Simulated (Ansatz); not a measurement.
C₂H₈As₂

| atom | x (Å) | y (Å) | z (Å) |
| --- | --- | --- | --- |
| C | -0.6600 | -1.5400 | -0.1152 |
| C | -0.4460 | 0.2891 | 2.1971 |
| As | 0.6101 | -1.1311 | 1.3349 |
| As | 2.0997 | 0.2323 | -0.0427 |
| H | -1.5246 | -2.0662 | 0.3164 |
| H | -1.0134 | -0.6333 | -0.6280 |
| H | -0.1785 | -2.2064 | -0.8450 |
| H | 0.1866 | 0.8217 | 2.9213 |
| H | -0.8409 | 1.0070 | 1.4637 |
| H | -1.2837 | -0.1735 | 2.7417 |
| H | 1.1578 | 1.4340 | -0.1198 |
| H | 2.8266 | 0.8050 | 1.1701 |

Geometry: PBE0-D3(BJ)/def2-SVP.

All numbers below come from isolated molecule in a Gaussian basis; Kohn-Sham density functional theory, functional PBE0 (Ansatz).

### Predict the electron density and electron localisation function between the atoms.

C–As (1.97 Å): ρ at the midpoint is about 0.92 e/Å³; the ELF peaks at about 0.90 between the atoms, as expected for localised, covalent bonding.
As–As (2.44 Å): ρ at the midpoint is about 0.61 e/Å³; the ELF peaks at about 0.85 between the atoms: localised, covalent bonding.
C–H (1.10 Å): the density is about 1.9 e/Å³ at the midpoint; the ELF climbs to about 1 towards the hydrogen, as it does in any bond to H: a covalent bond by its length.

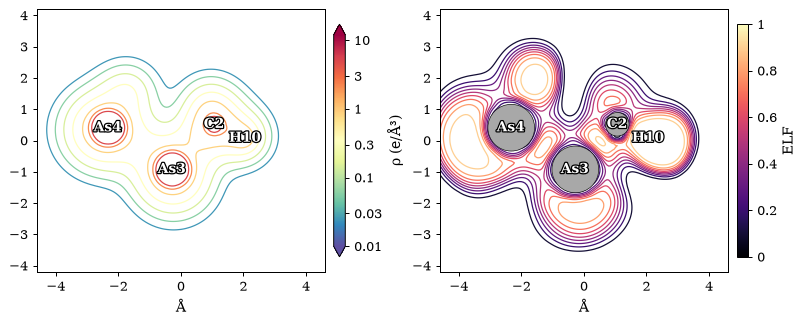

Computed electron density and electron localisation function on the plane of atoms C2, As3 and As4, in this order. Grey discs cover the atomic cores in the ELF map. 
